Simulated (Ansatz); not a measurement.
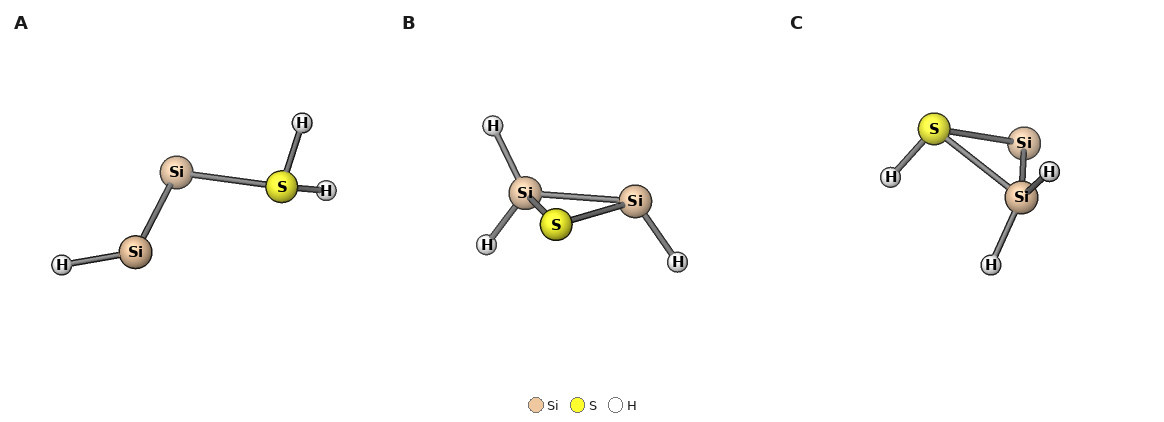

3 stationary structures of one formula. The species is neutral and a spin doublet. Geometries: PBE0-D4/def2-TZVP. Electronic energies: PBE0-D4/def2-TZVP (Ansatz 0.2.0), without zero-point energy. No frequency run is at hand to confirm each as a minimum.

Which is lowest in energy, and by how much?

B is lowest (C1); C lies 0.830 eV above it (C1), A lies 2.803 eV above it (Cs).
